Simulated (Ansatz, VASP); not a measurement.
# CdSe (Cadmoselite): VASP beside Ansatz, part 2 of 2

Wanted: the spread between two codes on one cell, functional and k mesh. The cell is taken from a series of VASP runs on this material, whose earlier steps may have relaxed, scaled or displaced it; both programs get it as it stands. Valence electrons are named where the data sets of a main pair hold unlike numbers.

VASP 6.6.1 and Ansatz 0.2.0.

So far. Step 2 (VASP: band structure, PBE with D3(BJ)): Spin-orbit coupling is off here; it would split degenerate levels, and it lifts a valence top of Se p states by about 0.1 eV. Step 4 (Differences): Among the levels compared at these points, filled levels agree within 9 meV and empty ones within 14 meV. Ansatz's pressure holds a Pulay correction of 0.03 GPa; VASP's holds none.

## Step 5: Ansatz: single point, PBE with D3(BJ)

Level of this step: Ansatz beside VASP: Kohn-Sham DFT, plane waves, PBE with D3(BJ) (Ansatz).

With cell and atoms fixed, the geometry can't cause a difference; cores, projectors, grids and the points listed under the comparison can.

The cell is taken from a series of VASP runs on this material, whose earlier steps may have relaxed, scaled or displaced it; both programs get it as it stands.

input.yaml

```yaml
crystal:
  lattice:
    - [4.3200884141, 0.0, 0.0]
    - [-2.1600442071, 3.7413063133, 0.0]
    - [0.0, 0.0, 7.0588829386]
  atoms:
    - { symbol: Cd, position: [0.3333333333, 0.6666666667, 0.0007183513] }
    - { symbol: Cd, position: [0.6666666667, 0.3333333333, 0.5007183513] }
    - { symbol: Se, position: [0.3333333333, 0.6666666667, 0.3760716487] }
    - { symbol: Se, position: [0.6666666667, 0.3333333333, 0.8760716487] }
hamiltonian:
  xc: pbe
  pseudopotentials: { kind: paw }
  dispersion: d3bj
kpoints:
  mp_grid: { grid: [9, 9, 5] }
scf:
  occupations: { method: tetrahedron }
output:
  forces: true
  stress: true
```

Run with:

```sh
$ ansatz run input.yaml --threads 2 --pin off --max-ram 4608MiB --backend cpu --events-out ev --progress --plain --runs-dir out
```

Numbers of over 12 decimals in the logs are rounded to 6 here.

Log:

```text
Warning: output.forces, output.stress, relax.cell or npt_langevin: where a Kohn–Sham band that disperses or a degenerate level is filled in part under the method tetrahedron, the forces or the stress that this run publishes need not agree with its energy (scf.occupations.method in the input reference, under Limitations); prefer a smearing scheme for the forces or the stress
[...]
k-point 0: bands = [... 32 lower, 6.5408, 7.2293, 7.2827, 7.2827, 7.9162, 9.4856, 13.1568, 13.1568, ... 4 higher]
  k-point 1: bands = [... 32 lower, 6.6062, 6.6062, 7.2057, 7.2057, 8.7331, 9.5453, 13.1037, 13.2125, ... 4 higher]
  k-point 2: bands = [... 32 lower, 6.7824, 6.7824, 7.0108, 7.0108, 9.4840, 9.6510, 12.9011, 13.4017, ... 4 higher]
  k-point 35: bands = [... 32 lower, 4.7117, 5.1145, 6.1084, 6.1084, 11.1153, 11.1153, 12.6135, 13.5276, ... 4 higher]
[key lines of the parts left out:]
SCF converged after 7 iterations
Free energy (F): -27450.813236 eV
Fermi energy:    7.282736 eV
P = ⅓ Tr σ = 0.0653 GPa (0.653 kbar)
```

It took 15 s on 2 threads of Arm Neoverse N1, shared host; peak memory 0.41 GiB.

The run ends at a pressure of 0.07 GPa, with forces up to 8.6e-4 eV/Å.

## Step 6: VASP: single point, PBE with D3(BJ)

The same cell, functional, mesh and smearing now go to VASP, with its own data sets.

INCAR

```
SYSTEM = CdSe
PREC = Accurate
ENCUT = 400
EDIFF = 1E-06
NELM = 100
ISMEAR = -5
SIGMA = 0.05
LREAL = .FALSE.
ALGO = Normal
GGA = PE
IVDW = 12
NBANDS = 32
LORBIT = 11
LWAVE = .FALSE.
LCHARG = .FALSE.
KPAR = 4
NEDOS = 2001
```

POSCAR

```
CdSe
1.0
    4.3200884141      0.0000000000      0.0000000000
   -2.1600442071      3.7413063133      0.0000000000
    0.0000000000      0.0000000000      7.0588829386
Cd Se
2 2
Direct
    0.3333333333      0.6666666667      0.0007183513
    0.6666666667      0.3333333333      0.5007183513
    0.3333333333      0.6666666667      0.3760716487
    0.6666666667      0.3333333333      0.8760716487
```

KPOINTS

```
Automatic mesh
0
Gamma
9 9 5
0 0 0
```

The projector-augmented-wave data sets are Cd and Se (PBE family, release 64).

Run with:

```sh
$ mpirun -np 4 vasp_std
```

Log:

```text
[... set-up lines as in an earlier step ...]
 entering main loop
       N       E                     dE             d eps       ncg     rms          rms(c)
DAV:   1     0.205603699909E+03    0.20560E+03   -0.14367E+04  2344   0.819E+02
DAV:   2    -0.184083919572E+01   -0.20744E+03   -0.19949E+03  2616   0.242E+02
DAV:   3    -0.116503256103E+02   -0.98095E+01   -0.97617E+01  2800   0.535E+01
DAV:   4    -0.117059654166E+02   -0.55640E-01   -0.55634E-01  2448   0.398E+00
[...]
DAV:  12    -0.109486740041E+02   -0.23520E-05   -0.45448E-06  2848   0.165E-02    0.781E-03
DAV:  13    -0.109486758588E+02   -0.18548E-05   -0.44718E-06  2248   0.111E-02    0.257E-03
DAV:  14    -0.109486759606E+02   -0.10179E-06   -0.96076E-08  2008   0.152E-03
   1 F= -.12203339E+02 E0= -.12203339E+02  d E =0.000000E+00
```

From OUTCAR (step 6):

```text
 Edisp (eV)   -1.25466

  Total      -0.00998    -0.00998     0.00402     0.00000     0.00000     0.00000
  in kB      -0.14016    -0.14016     0.05638     0.00000     0.00000     0.00000
  external pressure =       -0.07 kB  Pullay stress =        0.00 kB

 POSITION                                       TOTAL-FORCE (eV/Angst)
 -----------------------------------------------------------------------------------
     -0.00000      2.49420      0.00507         0.000000     -0.000000      0.001673
      2.16004      1.24710      3.53451        -0.000000      0.000000      0.001673
     -0.00000      2.49420      2.65465         0.000000      0.000000     -0.001673
      2.16004      1.24710      6.18409         0.000000     -0.000000     -0.001673
 -----------------------------------------------------------------------------------
    total drift:                               -0.000000      0.000000     -0.000865

  FREE ENERGIE OF THE ION-ELECTRON SYSTEM (eV)
  ---------------------------------------------------
  free  energy   TOTEN  =       -12.2033389525 eV

  energy  without entropy=      -12.2033389525  energy(sigma->0) =      -12.20333895

[... 1 part as in an earlier step ...]

[... 2 further parts left out ...]
[key lines of the parts left out:]
E-fermi :   0.8403
```

The run ends at a pressure of -0.01 GPa, with forces up to 0.0017 eV/Å.

## Step 7: Side by side

What differs besides the data sets and the points named for the pairs above, as far as they apply: the data sets hold 72 valence electrons in Ansatz (on its default PAW (the set named soft_2) files) and 36 in VASP. Total energies have different zeros and are not compared.

Both answers:

| quantity | Ansatz | VASP | difference |
| --- | --- | --- | --- |
| pressure (GPa) | 0.07 | -0.01 | +0.07 |
| gap on the k mesh (eV) | 0.633 | 0.631 | +0.003 |

A gap on the mesh is an upper bound, since the band edges may lie between its points. Ansatz's pressure holds a Pulay correction of 0.03 GPa; VASP's holds none.

## Step 8: VASP: band structure, PBE with D3(BJ), spin-orbit coupling

The same path points are solved in both programs, so levels can be compared one by one.

INCAR

```
SYSTEM = CdSe
PREC = Accurate
ENCUT = 400
EDIFF = 1E-06
NELM = 100
ISMEAR = 0
SIGMA = 0.05
LREAL = .FALSE.
ALGO = Normal
GGA = PE
IVDW = 12
LNONCOLLINEAR = .TRUE.
MAGMOM = 0 0 0 0 0 0 0 0 0 0 0 0
NBANDS = 48
GGA_COMPAT = .FALSE.
LASPH = .TRUE.
LSORBIT = .TRUE.
LORBIT = 11
LWAVE = .FALSE.
LCHARG = .FALSE.
KPAR = 4
```

POSCAR is that of step 6.

KPOINTS

```
Automatic mesh
0
Gamma
5 5 3
0 0 0
```

KPOINTS_OPT

```
Line mode
16
Line-mode
Reciprocal
  0.00000000   0.00000000   0.00000000 GAMMA
  0.50000000   0.00000000   0.00000000 M

  0.50000000   0.00000000   0.00000000 M
  0.33333333   0.33333333   0.00000000 K

  0.33333333   0.33333333   0.00000000 K
  0.00000000   0.00000000   0.00000000 GAMMA

  0.00000000   0.00000000   0.00000000 GAMMA
  0.00000000   0.00000000   0.50000000 A

  0.00000000   0.00000000   0.50000000 A
  0.50000000   0.00000000   0.50000000 L

  0.50000000   0.00000000   0.50000000 L
  0.33333333   0.33333333   0.50000000 H

  0.33333333   0.33333333   0.50000000 H
  0.00000000   0.00000000   0.50000000 A

  0.50000000   0.00000000   0.50000000 L
  0.50000000   0.00000000   0.00000000 M

  0.33333333   0.33333333   0.00000000 K
  0.33333333   0.33333333   0.50000000 H
```

Run with:

```sh
$ mpirun -np 4 vasp_ncl
```

Log:

```text
[... set-up lines as in an earlier step ...]
 entering main loop
       N       E                     dE             d eps       ncg     rms          rms(c)
DAV:   1     0.218705801870E+03    0.21871E+03   -0.14798E+04  1456   0.110E+03
DAV:   2     0.114942617862E+01   -0.21756E+03   -0.21148E+03  1632   0.307E+02
DAV:   3    -0.116702154535E+02   -0.12820E+02   -0.12750E+02  1736   0.737E+01
DAV:   4    -0.117931694287E+02   -0.12295E+00   -0.12286E+00  1600   0.686E+00
[...]
DAV:  12    -0.110309805348E+02   -0.12997E-04   -0.81358E-05  1616   0.680E-02    0.132E-02
DAV:  13    -0.110309746663E+02    0.58685E-05   -0.17842E-05  1576   0.312E-02    0.568E-03
DAV:  14    -0.110309754378E+02   -0.77149E-06   -0.46983E-06  1520   0.135E-02
   1 F= -.12285638E+02 E0= -.12285638E+02  d E =-.712090E-13  mag=    -0.0000     0.0000     0.0000
 Start KPOINTS_OPT (optional k-point list driver)
k-point batch [1-15\144]
       N       E                     dE             ncg
DAV:   1     0.552873234816E+03   -0.45646E+04     1448
DAV:   2    -0.268738690167E+04   -0.32403E+04     1624
DAV:   3    -0.287007283015E+04   -0.18269E+03     1728
DAV:   4    -0.287189808896E+04   -0.18253E+01     1648
DAV:   5    -0.287191849826E+04   -0.20409E-01     1688
DAV:   6    -0.287191893411E+04   -0.43585E-03     1648
DAV:   7    -0.287191894670E+04   -0.12591E-04     1456
DAV:   8    -0.287191894712E+04   -0.42073E-06     1104
[...]
k-point batch [136-144\144]
       N       E                     dE             ncg
DAV:   1     0.602884879933E+04   -0.87548E+04      880
DAV:   2     0.415996314249E+04   -0.18689E+04      944
DAV:   3     0.405751956275E+04   -0.10244E+03     1048
DAV:   4     0.405658332381E+04   -0.93624E+00      888
DAV:   5     0.405657681716E+04   -0.65066E-02      960
DAV:   6     0.405657673812E+04   -0.79041E-04      928
DAV:   7     0.405657673679E+04   -0.13308E-05      824
DAV:   8     0.405657673676E+04   -0.32440E-07      616
```

From OUTCAR (step 8):

```text
 Edisp (eV)   -1.25466

  Total       0.00890     0.00890    -0.02536    -0.00000    -0.00000     0.00000
  in kB       0.12494     0.12494    -0.35613    -0.00000    -0.00000     0.00000
  external pressure =       -0.04 kB  Pullay stress =        0.00 kB

 POSITION                                       TOTAL-FORCE (eV/Angst)
 -----------------------------------------------------------------------------------
     -0.00000      2.49420      0.00507        -0.000000      0.000000      0.005723
      2.16004      1.24710      3.53451         0.000000     -0.000000      0.005723
     -0.00000      2.49420      2.65465        -0.000000      0.000000     -0.005723
      2.16004      1.24710      6.18409         0.000000      0.000000     -0.005723
 -----------------------------------------------------------------------------------
    total drift:                               -0.000000      0.000000     -0.000815

  FREE ENERGIE OF THE ION-ELECTRON SYSTEM (eV)
  ---------------------------------------------------
  free  energy   TOTEN  =       -12.2856384296 eV

  energy  without entropy=      -12.2856384296  energy(sigma->0) =      -12.28563843

 magnetization (x)
# of ion       s       p       d       tot
------------------------------------------
    1       -0.000   0.000  -0.000   0.000
    2       -0.000  -0.000   0.000  -0.000
    3       -0.000  -0.000   0.000  -0.000
    4        0.000   0.000   0.000   0.000
--------------------------------------------------
tot         -0.000   0.000   0.000  -0.000

 magnetization (y)
# of ion       s       p       d       tot
------------------------------------------
    1        0.000   0.000   0.000   0.000
    2        0.000   0.000   0.000   0.000
    3        0.000   0.000   0.000   0.000
    4        0.000   0.000   0.000   0.000
--------------------------------------------------
tot          0.000   0.000   0.000   0.000

 magnetization (z)
# of ion       s       p       d       tot
------------------------------------------
    1        0.000   0.000   0.000   0.000
    2        0.000   0.000   0.000   0.000
    3       -0.000   0.000   0.000   0.000
    4       -0.000   0.000   0.000   0.000
--------------------------------------------------
tot         -0.000   0.000   0.000   0.000

[... 1 part as in an earlier step ...]

[... 2 further parts left out ...]
[key lines of the parts left out:]
E-fermi :   1.2366
```

The run ends at a pressure of 0.00 GPa, with forces up to 0.0057 eV/Å.

## Step 9: Ansatz: band structure, PBE with D3(BJ), spin-orbit coupling

The same cell, functional, mesh and smearing now go to Ansatz, which takes its cutoff from its data sets.

The cell is taken from a series of VASP runs on this material, whose earlier steps may have relaxed, scaled or displaced it; both programs get it as it stands.

input.yaml

```yaml
crystal:
  lattice:
    - [4.3200884141, 0.0, 0.0]
    - [-2.1600442071, 3.7413063133, 0.0]
    - [0.0, 0.0, 7.0588829386]
  atoms:
    - { symbol: Cd, position: [0.3333333333, 0.6666666667, 0.0007183513] }
    - { symbol: Cd, position: [0.6666666667, 0.3333333333, 0.5007183513] }
    - { symbol: Se, position: [0.3333333333, 0.6666666667, 0.3760716487] }
    - { symbol: Se, position: [0.6666666667, 0.3333333333, 0.8760716487] }
hamiltonian:
  xc: pbe
  pseudopotentials: { kind: paw_fr }
  dispersion: d3bj
magnetization:
  noncollinear: true
  spin_orbit: true
kpoints:
  mp_grid: { grid: [5, 5, 3] }
  band_path:
    path:
      - [0.0, 0.0, 0.0]
      - [0.13333, 0.0, 0.0]
      - [0.3, 0.0, 0.0]
      - [0.46667, 0.0, 0.0]
      - [0.46667, 0.06667, 0.0]
      - [0.41111, 0.17778, 0.0]
      - [0.35556, 0.28889, 0.0]
      - [0.28889, 0.28889, 0.0]
      - [0.17778, 0.17778, 0.0]
      - [0.06667, 0.06667, 0.0]
      - [0.0, 0.0, 0.03333]
      - [0.0, 0.0, 0.2]
      - [0.0, 0.0, 0.36667]
      - [0.0, 0.0, 0.5]
      - [0.16667, 0.0, 0.5]
      - [0.3, 0.0, 0.5]
      - [0.46667, 0.0, 0.5]
      - [0.46667, 0.06667, 0.5]
      - [0.41111, 0.17778, 0.5]
      - [0.35556, 0.28889, 0.5]
      - [0.28889, 0.28889, 0.5]
      - [0.17778, 0.17778, 0.5]
      - [0.06667, 0.06667, 0.5]
      - [0.5, 0.0, 0.46667]
      - [0.5, 0.0, 0.3]
      - [0.5, 0.0, 0.13333]
      - [0.33333, 0.33333, 0.0]
      - [0.33333, 0.33333, 0.16667]
      - [0.33333, 0.33333, 0.33333]
      - [0.33333, 0.33333, 0.5]
    npoints: 1
scf:
  occupations: { method: gaussian, width: 0.05 }
  n_extra_bands: 16
output:
  forces: true
  stress: true
  eigenvalues: true
```

Run with:

```sh
$ ansatz run input.yaml --threads 2 --pin off --max-ram 4608MiB --backend cpu --events-out ev --progress --plain --runs-dir out
```

Log:

```text
[...]
non-collinear run that drives no moment, with spin-orbit: no starting moment large enough to seed its density (crystal.atoms[].spin), no starting occupations that ask for one, no magnetisation constraint and no magnetic field, so the semilocal B_xc is pinned to zero
Crystal: 4 atoms, lattice volume = 114.091 Å³
[...]
k-point 0: bands = [... 68 lower, 7.3758, 7.3758, 7.4088, 7.4088, 7.9212, 7.9212, 9.4864, 9.4864, ... 12 higher]
  k-point 1: bands = [... 68 lower, 6.9716, 6.9716, 7.2094, 7.2094, 9.2996, 9.2996, 9.6239, 9.6239, ... 12 higher]
  k-point 2: bands = [... 68 lower, 6.8645, 6.8757, 7.0928, 7.1167, 9.4949, 9.5010, 10.5931, 10.6363, ... 12 higher]
  k-point 9: bands = [... 68 lower, 5.7583, 5.7893, 6.1918, 6.2019, 10.7369, 10.7585, 11.3251, 11.3600, ... 12 higher]
[key lines of the parts left out:]
SCF converged after 9 iterations
Magnetization: |M| = 0.0000 μB,  M = (+0.0000, +0.0000, +0.0000) μB
Free energy (F): -27456.504814 eV
Fermi energy:    7.665030 eV
P = ⅓ Tr σ = 0.0523 GPa (0.523 kbar)
```

It took 74 s on 2 threads; peak memory 0.77 GiB; 2.4 min of CPU time.

## Step 10: Side by side

What differs besides the data sets and the points named for the pairs above, as far as they apply: spin-orbit coupling enters by fully relativistic files in Ansatz and inside the spheres in VASP; the data sets hold 72 valence electrons in Ansatz (on its fully relativistic PAW (standard-fr) files) and 36 in VASP. Total energies have different zeros and are not compared.

Both answers:

| quantity | Ansatz | VASP | difference |
| --- | --- | --- | --- |
| pressure (GPa) | 0.05 | 0.00 | +0.06 |
| gap over the path points (eV) | 0.512 | 0.510 | +0.002 |

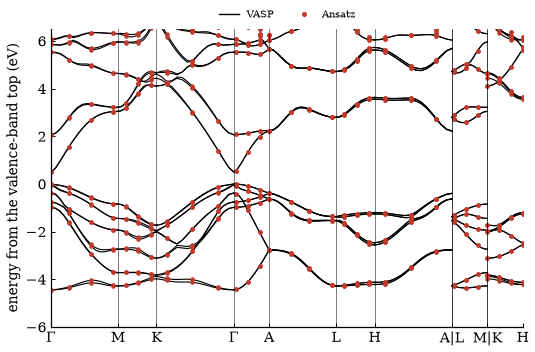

Bands from VASP (lines) and levels from Ansatz (dots). Dots without a line are higher empty bands that the VASP plot leaves out.

Levels at points of the path, from each program's valence-band top (eV; 8 filled, then empty):

| k (reciprocal lattice) | Ansatz | VASP |
| --- | --- | --- |
| 0.000 0.000 0.000 | -0.75 -0.75 -0.38 -0.38 -0.03 -0.03 0.00 0.00 0.51 0.51 2.08 2.08 5.53 5.53 | -0.75 -0.75 -0.38 -0.38 -0.03 -0.03 0.00 0.00 0.51 0.51 2.07 2.07 5.53 5.53 |
| 0.133 0.000 0.000 | -1.23 -1.22 -1.05 -1.05 -0.39 -0.37 -0.16 -0.14 1.54 1.55 2.76 2.79 5.22 5.22 | -1.23 -1.23 -1.06 -1.05 -0.39 -0.37 -0.16 -0.14 1.55 1.55 2.76 2.79 5.22 5.22 |
| 0.300 0.000 0.000 | -2.61 -2.53 -1.61 -1.60 -0.87 -0.86 -0.58 -0.56 2.69 2.69 3.34 3.38 4.95 5.00 | -2.61 -2.53 -1.61 -1.60 -0.86 -0.86 -0.58 -0.56 2.69 2.69 3.34 3.37 4.96 5.01 |
| 0.467 0.000 0.000 | -2.75 -2.73 -1.92 -1.92 -1.42 -1.42 -0.83 -0.83 3.04 3.04 3.23 3.24 4.66 4.66 | -2.76 -2.73 -1.92 -1.92 -1.42 -1.42 -0.83 -0.83 3.04 3.04 3.22 3.23 4.65 4.66 |
| 0.467 0.067 0.000 | -2.74 -2.70 -2.03 -2.00 -1.48 -1.45 -0.95 -0.94 3.18 3.20 3.40 3.40 4.60 4.62 | -2.74 -2.70 -2.04 -2.00 -1.48 -1.46 -0.95 -0.94 3.18 3.20 3.39 3.40 4.59 4.61 |
| 0.411 0.178 0.000 | -2.83 -2.72 -2.31 -2.22 -1.64 -1.58 -1.39 -1.34 3.79 3.84 4.19 4.23 4.39 4.41 | -2.83 -2.73 -2.31 -2.22 -1.65 -1.58 -1.39 -1.34 3.79 3.85 4.19 4.23 4.38 4.40 |
| 0.356 0.289 0.000 | -3.08 -3.05 -2.12 -2.08 -1.89 -1.84 -1.69 -1.67 4.14 4.15 4.36 4.49 4.66 4.72 | -3.08 -3.06 -2.12 -2.08 -1.89 -1.84 -1.70 -1.68 4.13 4.14 4.37 4.50 4.67 4.72 |
| 0.289 0.289 0.000 | -2.97 -2.93 -2.28 -2.25 -1.73 -1.72 -1.57 -1.57 4.20 4.21 4.22 4.30 4.68 4.75 | -2.97 -2.94 -2.28 -2.25 -1.73 -1.72 -1.58 -1.57 4.20 4.21 4.21 4.30 4.68 4.75 |
| 0.178 0.178 0.000 | -2.65 -2.57 -1.89 -1.88 -0.96 -0.96 -0.76 -0.73 3.00 3.01 4.02 4.10 4.98 5.04 | -2.66 -2.57 -1.90 -1.88 -0.96 -0.96 -0.77 -0.74 3.00 3.02 4.03 4.10 4.98 5.04 |
| 0.067 0.067 0.000 | -1.15 -1.15 -0.93 -0.92 -0.36 -0.34 -0.14 -0.12 1.39 1.40 2.64 2.66 5.30 5.31 | -1.15 -1.15 -0.93 -0.92 -0.36 -0.34 -0.14 -0.12 1.39 1.40 2.63 2.66 5.30 5.30 |

Among the levels compared at these points, filled levels agree within 7 meV and empty ones within 12 meV. Ansatz's pressure holds a Pulay correction of 0.03 GPa; VASP's holds none.

## Step 11: Outcome

* largest difference of a filled level at the path points (band structure, PBE with D3(BJ)): 9.3 meV
* difference in gap on the k mesh (single point, PBE with D3(BJ)): 0.0029 eV
* largest difference of a filled level at the path points (band structure, PBE with D3(BJ), spin-orbit coupling): 6.9 meV

The largest difference of a filled level at the path points is 9.3 meV (band structure, PBE with D3(BJ)), within the 80 meV picked in this series as the mark of a large difference. The data sets hold unlike numbers of valence electrons (72 in Ansatz and 36 in VASP), so part of the differences comes from the potentials. 1 further run of this series is not shown here. Such differences can come from data sets, numerical settings and the points named under the comparisons, not from the functional's error against experiment.

[Lines on the potential files, build, host, timing and source positions are cut from VASP's logs without a mark.]

[Logs are printed without paths, hosts, clocks, repeated set-up lines and the standing remarks that a program may print on its own settings, such as how far it seeks lower states.]

[Hosts, paths, dates, database ids (printed as entryN), source tags and the programs' standing remarks are cut or masked in the printed files.]
